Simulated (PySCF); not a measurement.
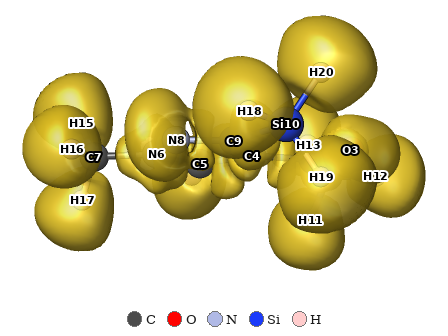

The picture shows: C$_{6}$H$_{10}$N$_{2}$OSi (SMILES CC(=O)c1cn(C)nc1[SiH3]). Isosurface of the electron localisation function at 0.75 (yellow), seen from one side. Only the valence region is drawn (cores and ρ < 0.01 e/Å³ removed).

Geometry: GFN2-xTB.

These are results of PBE0/pcSseg-1, SCF density, gas phase, non-relativistic in PySCF 2.14.0, not measurements.

```csv
atom,x (Å),y (Å),z (Å)
C,2.8834,-0.4417,-0.2988
C,1.7587,0.5636,-0.2685
O,1.9447,1.7593,-0.4080
C,0.4216,0.0575,-0.0592
C,-0.1003,-1.2119,0.1315
N,-1.4253,-1.0564,0.2796
C,-2.4078,-2.0780,0.5026
N,-1.7937,0.2263,0.1956
C,-0.6996,0.9288,-0.0091
Si,-0.5802,2.7913,-0.2180
H,2.9375,-0.9547,0.6597
H,3.8269,0.0610,-0.4949
H,2.6949,-1.1823,-1.0734
H,0.3606,-2.1790,0.1697
H,-2.4632,-2.7544,-0.3529
H,-3.3687,-1.5850,0.6354
H,-2.1665,-2.6549,1.3973
H,-1.9643,3.2752,-0.1123
H,0.2084,3.3537,0.8742
H,-0.0722,3.0924,-1.5533
```

Question: What do the ELF domains correspond to?

Answer: The ELF exceeds this value in four regions between bonded C–C atoms (shared pairs), one region between bonded C–Si atoms (shared pairs), ten regions around hydrogen nuclei, two regions on N in which the atom's valence shell and bonds are merged and one region on O in which the atom's valence shell and bonds are merged. Profiles from the grid: C–O (1.22 Å): the ELF peaks at about 0.85 between the atoms: a multiple bond. C–N (1.32 Å): the ELF peaks at about 0.90 between the atoms; a covalent bond.
